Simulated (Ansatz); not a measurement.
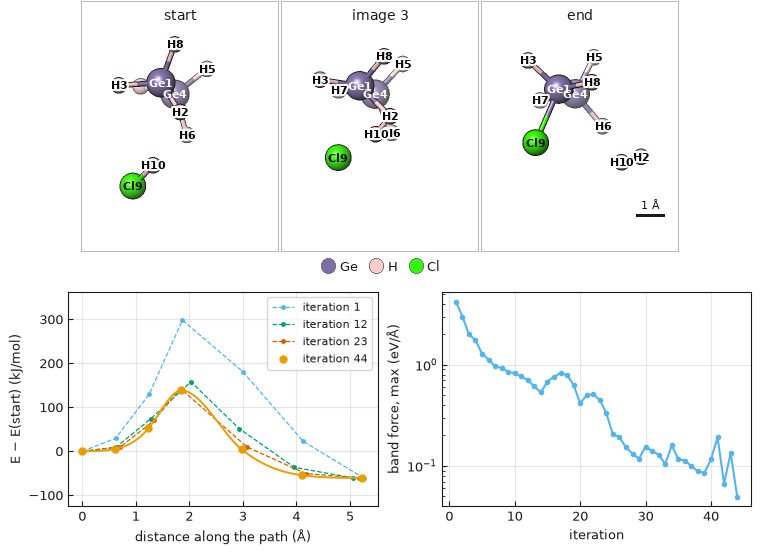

A search for the minimum-energy path of Ge2H7Cl, made up at the start of Ge$_{2}$H$_{6}$ and HCl by the nudged elastic band. Images are numbered from 0 (start) to 6 (end). The plot follows the band through its iterations. Style: ball-and-stick. Shown from a free direction.

The calculation used RKS PBE-D4/def2-mTZVP in Ansatz. Set-up: 5 movable images; climbing image; force threshold 0.05 eV/Å; iteration limit 60; optimiser FIRE; largest step 0.5 Å; starting path through a guess of the saddle point.

Q: How did the profile develop, and is the result final?

A: The run is converged, with reservations. The band converged in 44 iterations. The largest component of the band force went from 4.2 to 0.05 eV/Å. The climbing image converged on the top of the path. Its curvatures weren't checked. The step length is far from the usual. The first iteration put the highest image at 298.3 kJ/mol. The highest point, image 3, lies 138.3 kJ/mol above the start and 198.8 kJ/mol above the end; the end is at −60.5 kJ/mol relative to the start.

Limits of the set-up: the start holds two separate molecules, 2.2 Å apart at their closest, whose relative position is a soft coordinate.

The run took 4.9 min on 4 threads of Arm Neoverse V1, with other jobs on the host, peak memory 0.18 GiB.
